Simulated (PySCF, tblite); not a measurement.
# C₈H₁₂Si: geometry, infrared bands and NMR shifts

Wanted: the infrared bands and NMR shifts of C₈H₁₂Si (`C[C@@H]1[SiH2]CC2=C1C=CC2`), by calculation.

The runs use tblite 0.8.0 and PySCF 2.14.0, with density-fitted response routines of our own; the level of theory stands in each step. All values are computed, except where a source is named. Atoms count from 0, in the outputs and in this text.

## (1) The starting structure

21 atoms, charge 0, multiplicity 1; geometry from: force field or distance geometry start.

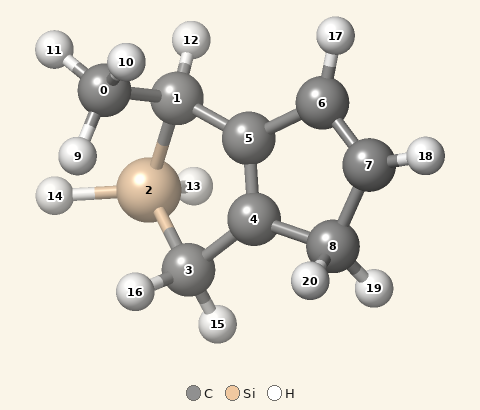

The starting geometry (carbon grey, silicon light orange, hydrogen white), atoms numbered.

## (2) Optimising the geometry with GFN2-xTB

What the job is given:

```
{"job": {"kind": "relax", "xc": "GFN2-xTB", "basis": "xTB"}, "charge": 0, "multiplicity": 1}
C     -1.977300     0.764300     0.797800
C     -1.317900     0.344200    -0.498600
Si    -1.376700    -1.524800    -0.551100
C      0.104300    -1.685600     0.514000
C      0.811500    -0.416000     0.213400
C      0.139100     0.536500    -0.270800
C      1.081600     1.686500    -0.495400
C      2.293300     1.361500    -0.129700
C      2.286600    -0.006900     0.353200
H     -1.774200    -0.022700     1.577000
H     -1.588400     1.738500     1.169300
H     -3.070600     0.818700     0.598200
H     -1.728000     0.820000    -1.361300
H     -1.245000    -2.047200    -1.902100
H     -2.568300    -1.977700     0.179000
H      0.695900    -2.565800     0.201700
H     -0.197000    -1.758600     1.588700
H      0.812200     2.650700    -0.893300
H      3.144400     2.015500    -0.191600
H      2.919700    -0.728700    -0.183400
H      2.546000     0.014400     1.439200
```

Run with:

```sh
> OMP_NUM_THREADS=1 python probes_run.py task.json out
```

One launch serves the whole session: the jobs run in the order shown.

**Question.** This job is followed by: GFN2-xTB harmonic vibrations, gas phase; GIAO PBE0/pcSseg-1 NMR shielding, non-relativistic, gas phase. What will the session give for the following? strongest single infrared mode (GFN2-xTB); zero-point energy (GFN2-xTB); 13C shifts against TMS (PBE0/pcSseg-1); 1H shifts against TMS (PBE0/pcSseg-1, means over atoms taken as alike); 29Si shifts against TMS (PBE0/pcSseg-1).

As calculated:

| quantity | value |
| --- | --- |
| strongest single infrared mode (GFN2-xTB) | 2239 cm⁻¹, 451 km/mol |
| zero-point energy (GFN2-xTB) | 106.4 kcal/mol |
| 13C shifts against TMS (PBE0/pcSseg-1) | 160.6, 154.5, 142.8, 138.2, 45.2, 23.3, 21.3, 13.4 ppm |
| 1H shifts against TMS (PBE0/pcSseg-1, means over atoms taken as alike) | 6.75, 6.64, 4.79, 4.48, 2.88, 2.87, 2.33, 2.00, 1.91, 1.32 ppm |
| 29Si shifts against TMS (PBE0/pcSseg-1) | -10.0 ppm |

What this shows: Relaxing lowered the energy by 0.929 eV in 106 steps; the close pair that moved most is Si2–C3, from 1.831 to 1.917 Å. No mode is imaginary among the 57: a minimum at this level. The strongest single mode, at 2239 cm⁻¹, moves mainly H13. Unscaled tight-binding wavenumbers are off by several per cent, some by more. Its intensities can rank the bands wrongly.
